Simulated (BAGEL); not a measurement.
# C2H5BO (SMILES B/C=C/O): B3LYP/6-311+G(d,p) (density fitting with qzvpp-jkfit)

Aim: the energy change on altering one bond length of C2H5BO at B3LYP/6-311+G** (density fitting with qzvpp-jkfit), from 2 runs. 

Program for the calculation: BAGEL 1.2.2.

## Step 1: The structure to begin with

C2H5BO: 9 atoms, total charge 0, spin state singlet. SMILES: `B/C=C/O`. The shape is that of a PBE0-D4/def2-TZVP optimisation. This is a higher conformer, about 8 kJ/mol above the lowest found by a separate search.

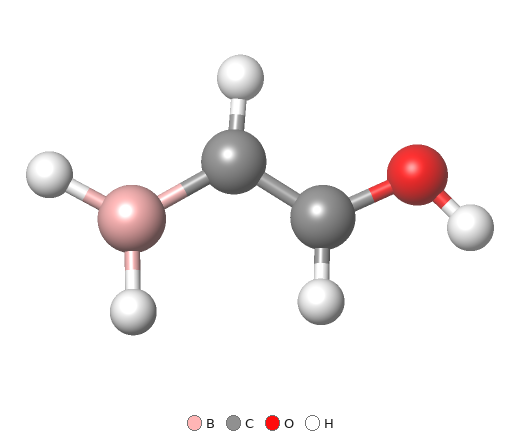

The structure, seen from a chosen angle (boron pink, carbon grey, oxygen red, hydrogen white).

## Step 2: The energy at B3LYP/6-311+G(d,p) (density fitting with qzvpp-jkfit)

File dft.json:

```json
{ "bagel" : [

{
  "title" : "molecule",
  "basis" : "6-311+gss.json",
  "df_basis" : "qzvpp-jkfit",
  "angstrom" : true,
  "geometry" : [
    { "atom" : "B", "xyz" : [   -0.282800,    0.909000,   -1.314600 ] },
    { "atom" : "C", "xyz" : [    0.540200,    0.034200,   -0.399500 ] },
    { "atom" : "C", "xyz" : [   -0.034800,   -0.431600,    0.724200 ] },
    { "atom" : "O", "xyz" : [    0.600200,   -1.212400,    1.603600 ] },
    { "atom" : "H", "xyz" : [    0.160100,    1.360100,   -2.331100 ] },
    { "atom" : "H", "xyz" : [   -1.418300,    1.160500,   -1.013000 ] },
    { "atom" : "H", "xyz" : [    1.573400,   -0.248500,   -0.585700 ] },
    { "atom" : "H", "xyz" : [   -1.067600,   -0.181900,    0.964200 ] },
    { "atom" : "H", "xyz" : [    0.018100,   -1.435700,    2.334900 ] }
  ]
},
{
  "title" : "ks",
  "xc_func" : "b3lyp"
},
{
  "title" : "print",
  "file" : "orbitals.molden",
  "orbitals" : true
}

]}
```

The basis set 6-311+G** is read from a file made from the Basis Set Exchange's data (not shown).

The run is started by

```sh
$ BAGEL_NUM_THREADS=1 BAGEL dft.json > dft.out
```

What it wrote:

```text
* using 1 threads per process

  ===============================================================
  ===============================================================

  *** Geometry ***

  { "atom" : "B", "xyz" : [     -0.534415,      1.717761,     -2.484234 ] },
  { "atom" : "C", "xyz" : [      1.020830,      0.064629,     -0.754946 ] },
  { "atom" : "C", "xyz" : [     -0.065762,     -0.815606,      1.368540 ] },
  { "atom" : "O", "xyz" : [      1.134214,     -2.291104,      3.030365 ] },
  { "atom" : "H", "xyz" : [      0.302545,      2.570217,     -4.405141 ] },
  { "atom" : "H", "xyz" : [     -2.680199,      2.193027,     -1.914293 ] },
  { "atom" : "H", "xyz" : [      2.973295,     -0.469597,     -1.106813 ] },
  { "atom" : "H", "xyz" : [     -2.017472,     -0.343741,      1.822074 ] },
  { "atom" : "H", "xyz" : [      0.034204,     -2.713080,      4.412322 ] },

  Number of auxiliary basis functions:      392

  Since a DF basis is specified, we compute 2- and 3-index integrals:
    o Being stored without compression. Storage requirement is 0.044 GB

  Number of basis functions:      118
  Number of electrons      :       30

    * METHOD: MOLECULE                             0.20

  *** Kohn-Sham DFT ***

    * Removing 16117 points whose weight is below 1.00e-10
    * Grid points: 118037

  === Nuclear Repulsion ===
   101.8530822431

       - DIIS with orbital gradients will be used.

  === KS iteration (b3lyp / 6-311+gss.json) ===
      0       -132.10894207          0.19114446           0.45
      1       -112.36093747          0.14624690           0.43
      2        -93.93866659          0.23837959           0.42
      3       -162.44852871          0.13446560           0.43
      4       -168.68392230          0.10240860           0.44
      5       -176.03680176          0.06775282           0.44
      6       -178.41818515          0.04629434           0.44
      7       -178.89097985          0.03479017           0.44
      8       -179.26478018          0.01128342           0.44
      9       -179.31733016          0.00237853           0.45
     10       -179.31902765          0.00134244           0.43
     11       -179.31962189          0.00033138           0.43
     12       -179.31966413          0.00009356           0.44
     13       -179.31966756          0.00000996           0.45
     14       -179.31966760          0.00000491           0.47
     15       -179.31966760          0.00000172           0.47
     16       -179.31966761          0.00000074           0.47
     17       -179.31966761          0.00000027           0.47
     18       -179.31966761          0.00000006           0.47
     19       -179.31966761          0.00000002           0.44
     20       -179.31966761          0.00000000           0.44
    * SCF iteration converged.

    * Permanent dipole moment:
           (    0.430470,     0.490146,    -1.072837) a.u.

    * METHOD: KS                                  10.09

    * METHOD: PRINT                                0.04

  ===============================================================
```

Run time: 11 s. Hardware: 1 thread of Arm Neoverse V1, shared host; peak memory 0.61 GiB.

## Step 3: The distorted shape at the same level

File input.json:

```json
{ "bagel": [

{
  "title": "molecule",
  "basis": "6-311+gss.json",
  "df_basis": "qzvpp-jkfit",
  "angstrom": "true",
  "geometry": [
    { "atom": "B", "xyz": [   -1.044806,    1.845967,   -2.369888 ] },
    { "atom": "C", "xyz": [   -0.221806,    0.971167,   -1.454788 ] },
    { "atom": "C", "xyz": [   -0.796806,    0.505367,   -0.331088 ] },
    { "atom": "O", "xyz": [    0.600200,   -1.212400,    1.603600 ] },
    { "atom": "H", "xyz": [   -0.601906,    2.297067,   -3.386388 ] },
    { "atom": "H", "xyz": [   -2.180306,    2.097467,   -2.068288 ] },
    { "atom": "H", "xyz": [    0.811394,    0.688467,   -1.640988 ] },
    { "atom": "H", "xyz": [   -1.829606,    0.755067,   -0.091088 ] },
    { "atom": "H", "xyz": [    0.018100,   -1.435700,    2.334900 ] }
  ]
},
{
  "title": "ks",
  "xc_func": "b3lyp"
},
{
  "title": "print",
  "file": "orbitals.molden",
  "orbitals": "true"
}

]}
```

The basis set 6-311+G** is read from a file made from the Basis Set Exchange's data (not shown).

The run is started by

```sh
$ BAGEL_NUM_THREADS=1 BAGEL input.json > input.out
```

What it wrote:

```text
* using 1 threads per process

  ===============================================================
  ===============================================================

  *** Geometry ***

  { "atom" : "B", "xyz" : [     -1.974397,      3.488372,     -4.478439 ] },
  { "atom" : "C", "xyz" : [     -0.419153,      1.835240,     -2.749151 ] },
  { "atom" : "C", "xyz" : [     -1.505745,      0.955005,     -0.625666 ] },
  { "atom" : "O", "xyz" : [      1.134214,     -2.291104,      3.030365 ] },
  { "atom" : "H", "xyz" : [     -1.137437,      4.340828,     -6.399346 ] },
  { "atom" : "H", "xyz" : [     -4.120181,      3.963638,     -3.908498 ] },
  { "atom" : "H", "xyz" : [      1.533312,      1.301014,     -3.101018 ] },
  { "atom" : "H", "xyz" : [     -3.457454,      1.426870,     -0.172131 ] },
  { "atom" : "H", "xyz" : [      0.034204,     -2.713080,      4.412322 ] },

  Number of auxiliary basis functions:      392

  Since a DF basis is specified, we compute 2- and 3-index integrals:
    o Being stored without compression. Storage requirement is 0.044 GB

  Number of basis functions:      118
  Number of electrons      :       30

    * METHOD: MOLECULE                             0.20

  *** Kohn-Sham DFT ***

    * Removing 14279 points whose weight is below 1.00e-10
    * Grid points: 119875

  === Nuclear Repulsion ===
    82.3658812261

       - DIIS with orbital gradients will be used.

  === KS iteration (b3lyp / 6-311+gss.json) ===
      0       -136.07457233          0.18981265           0.45
      1       -121.31108878          0.12624677           0.44
      2       -145.64224513          0.16395978           0.44
      3       -167.90216634          0.10983189           0.44
      4       -171.03014249          0.07297452           0.44
      5       -178.25851866          0.03998216           0.44
      6       -178.25322527          0.04014223           0.43
      7       -178.43825588          0.03276462           0.44
      8       -178.85311902          0.02013252           0.44
      9       -178.99507889          0.01590030           0.44
     10       -179.07940334          0.00864700           0.44
     11       -179.04456169          0.01214221           0.44
     12       -179.05393320          0.01102867           0.45
     13       -179.07179092          0.00920447           0.45
     14       -179.10984872          0.00137147           0.43
     15       -179.11065038          0.00018864           0.44
     16       -179.11066390          0.00007677           0.44
     17       -179.11066653          0.00001603           0.45
     18       -179.11066664          0.00000961           0.44
     19       -179.11066664          0.00001062           0.46
     20       -179.11066669          0.00000221           0.46
     21       -179.11066669          0.00000107           0.44
     22       -179.11066669          0.00000037           0.45
     23       -179.11066669          0.00000034           0.46
     24       -179.11066669          0.00000003           0.44
     25       -179.11066669          0.00000002           0.45
     26       -179.11066669          0.00000001           0.45
    * SCF iteration converged.

    * Permanent dipole moment:
           (    1.018006,    -0.834499,     0.726662) a.u.

    * METHOD: KS                                  12.76

    * METHOD: PRINT                                0.04

  ===============================================================
```

Wall time 13 s (1 thread of Arm Neoverse V1, shared host); peak memory 0.62 GiB.

## Step 4: Results

Level: B3LYP/6-311+G** (density fitting with qzvpp-jkfit).

| quantity | value |
| --- | --- |
| first shape: total energy | -179.31967 Eh |
| first shape: dipole moment | 3.19 D |
| first shape: HOMO energy | -7.30 eV |
| first shape: LUMO energy | -1.68 eV |
| first shape: HOMO–LUMO gap | 5.62 eV |
| distorted shape: total energy | -179.11067 Eh |
| distorted shape: dipole moment | 3.82 D |
| distorted shape: HOMO energy | -7.38 eV |
| distorted shape: LUMO energy | -5.24 eV |
| distorted shape: HOMO–LUMO gap | 2.14 eV |
| energy change with the C3–O4 bond stretched from 1.336 to 2.940 Å | 5.687 eV |

**Reading.** With the C3–O4 bond stretched from 1.336 to 2.940 Å the energy rises by 5.69 eV (131 kcal/mol). The first shape isn't relaxed at this level, so the change isn't measured from a minimum. A restricted reference can't describe the breaking bond well at this length.
